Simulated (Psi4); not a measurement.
## N₂O: geometry relaxation (part 3 of 4)

N₂O, SMILES N#[N+][O-]; CAM-B3LYP/aug-cc-pVDZ, RKS (Psi4 1.11). The geometry comes from this level: PBE0-D4/def2-TZVP.

Geometry of the input (Å):
```
N  -0.5117  1.0013  -0.1679
N  -0.0084  0.0165  -0.0028
O  0.5201  -1.0178  0.1707
```

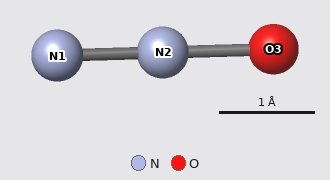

The starting structure (ball-and-stick view, seen at an oblique angle; atoms are numbered from 1 in the order of the input).

What the program printed, continued
```
       Center              X                  Y                   Z               Mass
    ------------   -----------------  -----------------  -----------------  -----------------
         N            0.000000000818     0.000001641450     1.198681798930    14.003074004430
         N            0.000000000818     0.000001641450     0.073116018507    14.003074004430
         O           -0.000000001433    -0.000002874082    -1.113421320452    15.994914619570

  Running in c1 symmetry.

  Rotational constants: A = ************  B =      0.42119  C =      0.42119 [cm^-1]
  Rotational constants: A = ************  B =  12626.89353  C =  12626.89353 [MHz]
  Nuclear repulsion =   60.829020730629196

  Charge       = 0
  Multiplicity = 1
  Electrons    = 22
  Nalpha       = 11
  Nbeta        = 11

   => Molecular Quadrature <=

    Radial Scheme          =       TREUTLER
    Pruning Scheme         =           NONE
    Nuclear Scheme         =       TREUTLER

    Blocking Scheme        =         OCTREE
    BS radius alpha        =              1
    Pruning alpha          =              1
    Radial Points          =             75
    Spherical Points       =            302
    Total Points           =          66520
    Total Blocks           =            553
    Max Points             =            256
    Max Functions          =             69
    Weights Tolerance      =       1.00E-15

  ==> DiskJK: Disk-Based J/K Matrices <==

    J tasked:                  Yes
    K tasked:                  Yes
    wK tasked:                 Yes
    Omega:               3.300E-01
    Memory [MiB]:             1013
    Schwarz Cutoff:          1E-12

  Cached 100.0% of DFT collocation blocks in 0.128 [GiB].

  Minimum eigenvalue in the overlap matrix is 9.4599715133E-05.
  Reciprocal condition number of the overlap matrix is 1.7259881699E-05.
    Using symmetric orthogonalization.

  ==> Iterations <==

                        Total Energy        Delta E     RMS |[F,P]|

   @RKS iter   0:  -184.62082701184266   -1.84621e+02   2.44519e-05
   @RKS iter   1:  -184.62106808867725   -2.41077e-04   1.09851e-05 DIIS
   @RKS iter   2:  -184.62106729898741    7.89690e-07   2.32235e-05 DIIS
   @RKS iter   3:  -184.62106830679073   -1.00780e-06   1.46471e-06 DIIS
   @RKS iter   4:  -184.62106831000057   -3.20983e-09   6.45959e-07 DIIS
   @RKS iter   5:  -184.62106831070375   -7.03182e-10   1.17602e-07 DIIS
   @RKS iter   6:  -184.62106831074118   -3.74314e-11   3.47798e-08 DIIS
   @RKS iter   7:  -184.62106831074374   -2.55795e-12   6.94630e-09 DIIS
  Energy and wave function converged.

  ==> Post-Iterations <==

   Electrons on quadrature grid:
      Ntotal   =   21.9999996414 ; deviation = -3.586e-07

    Final Occupation by Irrep:
              A
    DOCC [    11 ]
    NA   [    11 ]
    NB   [    11 ]

  @RKS Final Energy:  -184.62106831074374

   => Energetics <=

    Nuclear Repulsion Energy =             60.8290207306291961
    One-Electron Energy =                -370.8399419656567488
    Two-Electron Energy =                 141.7955583401866875
    DFT Exchange-Correlation Energy =     -16.4057054159028439
    Empirical Dispersion Energy =           0.0000000000000000
    VV10 Nonlocal Energy =                  0.0000000000000000
    Total Energy =                       -184.6210683107437376

Computation Completed

Properties will be evaluated at   0.000000,   0.000000,   0.000000 [a0]

Properties computed using the SCF density matrix

 Multipole Moments:

 ------------------------------------------------------------------------------------
     Multipole            Electronic (a.u.)      Nuclear  (a.u.)        Total (a.u.)
 ------------------------------------------------------------------------------------

 L = 1.  Multiply by 2.5417464519 to convert [e a0] to [Debye]
 Dipole X            :          0.0000000           -0.0000000            0.0000000
 Dipole Y            :          0.0000011           -0.0000000            0.0000011
 Dipole Z            :          0.0794938           -0.0090439            0.0704498
 Magnitude           :                                                    0.0704498

 ------------------------------------------------------------------------------------

	total time  =          4 seconds =       0.07 minutes

         ------------------------------------------------------------
                                   SCF GRAD
         ------------------------------------------------------------

  ==> Geometry <==

    Molecular point group: c1
    Full point group: C_inf_v

    Geometry (in Angstrom), charge = 0, multiplicity = 1:

       Center              X                  Y                   Z               Mass
    ------------   -----------------  -----------------  -----------------  -----------------
         N            0.000000000818     0.000001641450     1.198681798930    14.003074004430
         N            0.000000000818     0.000001641450     0.073116018507    14.003074004430
         O           -0.000000001433    -0.000002874082    -1.113421320452    15.994914619570

  Nuclear repulsion =   60.829020730629196

   => Molecular Quadrature <=

    Radial Scheme          =       TREUTLER
    Pruning Scheme         =           NONE
    Nuclear Scheme         =       TREUTLER

    Blocking Scheme        =         OCTREE
    BS radius alpha        =              1
    Pruning alpha          =              1
    Radial Points          =             75
    Spherical Points       =            302
    Total Points           =          66520
    Total Blocks           =            553
    Max Points             =            256
    Max Functions          =             69
    Weights Tolerance      =       1.00E-15

  -Total Gradient:
     Atom            X                  Y                   Z
    ------   -----------------  -----------------  -----------------
       1       -0.000000000136    -0.000000284162     0.000142222166
       2        0.000000000272     0.000000553676    -0.000251769435
       3       -0.000000000136    -0.000000269355     0.000111294866

	total time  =          4 seconds =       0.07 minutes

    			-----------------------------------------

    			 OPTKING 3.0: for geometry optimizations

    			        with contributions from

    			-----------------------------------------

	                            ===> Fragment 1 <==

	 Z (Atomic Numbers)          Masses                          Geom
	       7.000000            14.003074          0.00000000  0.00000310  2.26518031
	       7.000000            14.003074          0.00000000  0.00000310  0.13816925
	       8.000000            15.994915         -0.00000000 -0.00000543 -2.10406136

	 - Coordinate -           - BOHR/RAD -       - ANG/DEG -
	 R(1,2)           =         2.127011           1.125566
	 R(2,3)           =         2.242231           1.186537
	 L(1,2,3)         =         3.141593         180.000000
	 l(1,2,3)         =         3.141596         180.000218

	        --- Internal Coordinate Step in ANG or DEG, aJ/ANG or AJ/DEG ---
	-------------------------------------------------------------------------------
	           Coordinate      Previous         Force          Change          New
	           ----------      --------        ------          ------        ------
	               R(1,2)       1.12557       -0.00117       -0.00006       1.12551
	               R(2,3)       1.18654        0.00091        0.00008       1.18661
	             L(1,2,3)     180.00000       -0.00000        0.00001     180.00001
	             l(1,2,3)     180.00022       -0.00000       -0.00016     180.00006
	-------------------------------------------------------------------------------

	                                 ==> Convergence Check <==

	Measures of convergence in internal coordinates in au.

	Criteria marked as inactive (o), active & met (*), and active & unmet ( ).

	----------------------------------------------------------------------------------------------
	   Step    Total Energy     Delta E     Max Force     RMS Force      Max Disp      RMS Disp
	----------------------------------------------------------------------------------------------
	  Convergence Criteria              o    1.50e-05 *    1.00e-05 *    6.00e-05 *    4.00e-05 *
	----------------------------------------------------------------------------------------------
	     4    -184.62106831   -3.62e-07 o    1.42e-04      8.99e-05      1.43e-04      9.14e-05    ~
	----------------------------------------------------------------------------------------------

Next Geometry in Ang
	Fragment 1 (Ang)

	    N  -0.0000000219   0.0000021861   1.1986668736
	    N   0.0000000450   0.0000005802   0.0731613125
	    O  -0.0000000229  -0.0000023575  -1.1134516891

    Structure for next step:
    Molecular point group: c1
    Full point group: C_inf_v

    Geometry (in Angstrom), charge = 0, multiplicity = 1:

    N            0.000000069102     0.000000449936     1.198668248364
    N            0.000000069102     0.000000449936     0.073162687206
    O           -0.000000120994    -0.000000787812    -1.113450314397

gradient() will perform analytic gradient computation.

  ==> Geometry <==

    Molecular point group: c1
    Full point group: C_inf_v

    Geometry (in Angstrom), charge = 0, multiplicity = 1:

       Center              X                  Y                   Z               Mass
    ------------   -----------------  -----------------  -----------------  -----------------
         N            0.000000069102     0.000000449936     1.198668248364    14.003074004430
         N            0.000000069102     0.000000449936     0.073162687206    14.003074004430
         O           -0.000000120994    -0.000000787812    -1.113450314397    15.994914619570

  Running in c1 symmetry.

  Rotational constants: A = ************  B =      0.42118  C =      0.42118 [cm^-1]
  Rotational constants: A = ************  B =  12626.68108  C =  12626.68108 [MHz]
  Nuclear repulsion =   60.828575197424755

  Charge       = 0
  Multiplicity = 1
  Electrons    = 22
  Nalpha       = 11
  Nbeta        = 11

   => Molecular Quadrature <=

    Radial Scheme          =       TREUTLER
    Pruning Scheme         =           NONE
    Nuclear Scheme         =       TREUTLER

    Blocking Scheme        =         OCTREE
    BS radius alpha        =              1
    Pruning alpha          =              1
    Radial Points          =             75
    Spherical Points       =            302
    Total Points           =          66520
    Total Blocks           =            567
    Max Points             =            256
    Max Functions          =             69
    Weights Tolerance      =       1.00E-15

  ==> DiskJK: Disk-Based J/K Matrices <==

    J tasked:                  Yes
    K tasked:                  Yes
    wK tasked:                 Yes
    Omega:               3.300E-01
    Memory [MiB]:             1013
    Schwarz Cutoff:          1E-12

  Cached 100.0% of DFT collocation blocks in 0.128 [GiB].

  Minimum eigenvalue in the overlap matrix is 9.4584116022E-05.
  Reciprocal condition number of the overlap matrix is 1.7257084190E-05.
    Using symmetric orthogonalization.

  ==> Iterations <==

                        Total Energy        Delta E     RMS |[F,P]|

   @RKS iter   0:  -184.62105361164575   -1.84621e+02   6.14959e-06
   @RKS iter   1:  -184.62106831390642   -1.47023e-05   2.65274e-06 DIIS
   @RKS iter   2:  -184.62106826675523    4.71512e-08   5.65667e-06 DIIS
   @RKS iter   3:  -184.62106832673535   -5.99801e-08   2.93642e-07 DIIS
   @RKS iter   4:  -184.62106832688568   -1.50322e-10   6.73332e-08 DIIS
   @RKS iter   5:  -184.62106832689219   -6.50857e-12   4.38528e-08 DIIS
   @RKS iter   6:  -184.62106832689616   -3.97904e-12   6.71042e-09 DIIS
  Energy and wave function converged.

  ==> Post-Iterations <==

   Electrons on quadrature grid:
      Ntotal   =   21.9999996412 ; deviation = -3.588e-07

    Orbital Energies [Eh]
    ---------------------

    Doubly Occupied:

       1A    -19.328360     2A    -14.654104     3A    -14.521389
       4A     -1.340338     5A     -1.182592     6A     -0.685196
       7A     -0.648232     8A     -0.648232     9A     -0.558878
      10A     -0.413724    11A     -0.413724

    Virtual:

      12A      0.022769    13A      0.022769    14A      0.033204
      15A      0.079281    16A      0.110121    17A      0.110121
      18A      0.137067    19A      0.164553    20A      0.164553
      21A      0.216792    22A      0.233167    23A      0.245027
      24A      0.245027    25A      0.305046    26A      0.378598
      27A      0.451639    28A      0.451639    29A      0.581485
      30A      0.679182    31A      0.689204    32A      0.689204
      33A      0.753864    34A      0.753864    35A      0.771148
      36A      0.771148    37A      0.864793    38A      0.946232
      39A      0.946232    40A      0.977843    41A      1.040218
      42A      1.040218    43A      1.072637    44A      1.072637
      45A      1.107867    46A      1.274880    47A      1.299267
      48A      1.299267    49A      1.587086    50A      1.843010
      51A      1.843010    52A      1.984278    53A      1.984279
      54A      2.011130    55A      2.011130    56A      2.152109
      57A      2.349887    58A      2.349888    59A      2.770811
      60A      2.770811    61A      2.778894    62A      2.909166
      63A      3.195111    64A      3.273102    65A      3.273102
      66A      3.433449    67A      3.639043    68A      3.639043
      69A      4.104762

    Final Occupation by Irrep:
              A
    DOCC [    11 ]
    NA   [    11 ]
    NB   [    11 ]

  @RKS Final Energy:  -184.62106832689616

   => Energetics <=

    Nuclear Repulsion Energy =             60.8285751974247546
    One-Electron Energy =                -370.8391272098365903
    Two-Electron Energy =                 141.7951923683176574
    DFT Exchange-Correlation Energy =     -16.4057086828019969
    Empirical Dispersion Energy =           0.0000000000000000
    VV10 Nonlocal Energy =                  0.0000000000000000
    Total Energy =                       -184.6210683268961645

Computation Completed

Properties will be evaluated at   0.000000,   0.000000,   0.000000 [a0]

Properties computed using the SCF density matrix

 Multipole Moments:

 ------------------------------------------------------------------------------------
     Multipole            Electronic (a.u.)      Nuclear  (a.u.)        Total (a.u.)
 ------------------------------------------------------------------------------------

 L = 1.  Multiply by 2.5417464519 to convert [e a0] to [Debye]
 Dipole X            :          0.0000000           -0.0000000            0.0000000
 Dipole Y            :          0.0000003           -0.0000000            0.0000003
 Dipole Z            :          0.0797866           -0.0090442            0.0707424
 Magnitude           :                                                    0.0707424

 ------------------------------------------------------------------------------------

	total time  =          3 seconds =       0.05 minutes

         ------------------------------------------------------------
                                   SCF GRAD
         ------------------------------------------------------------

  ==> Geometry <==

    Molecular point group: c1
    Full point group: C_inf_v

    Geometry (in Angstrom), charge = 0, multiplicity = 1:

       Center              X                  Y                   Z               Mass
    ------------   -----------------  -----------------  -----------------  -----------------
         N            0.000000069102     0.000000449936     1.198668248364    14.003074004430
         N            0.000000069102     0.000000449936     0.073162687206    14.003074004430
         O           -0.000000120994    -0.000000787812    -1.113450314397    15.994914619570

  Nuclear repulsion =   60.828575197424755

   => Molecular Quadrature <=

    Radial Scheme          =       TREUTLER
    Pruning Scheme         =           NONE
    Nuclear Scheme         =       TREUTLER

    Blocking Scheme        =         OCTREE
    BS radius alpha        =              1
    Pruning alpha          =              1
    Radial Points          =             75
    Spherical Points       =            302
    Total Points           =          66520
    Total Blocks           =            567
    Max Points             =            256
    Max Functions          =             69
    Weights Tolerance      =       1.00E-15

  -Total Gradient:
     Atom            X                  Y                   Z
    ------   -----------------  -----------------  -----------------
       1       -0.000000011958    -0.000000077972     0.000002385850
       2        0.000000023297     0.000000152140    -0.000005808983
       3       -0.000000011332    -0.000000074124     0.000005170864

	total time  =          4 seconds =       0.07 minutes

    			-----------------------------------------

    			 OPTKING 3.0: for geometry optimizations

    			        with contributions from

    			-----------------------------------------

	                            ===> Fragment 1 <==

	 Z (Atomic Numbers)          Masses                          Geom
	       7.000000            14.003074          0.00000013  0.00000085  2.26515470
	       7.000000            14.003074          0.00000013  0.00000085  0.13825744
	       8.000000            15.994915         -0.00000023 -0.00000149 -2.10411615
```
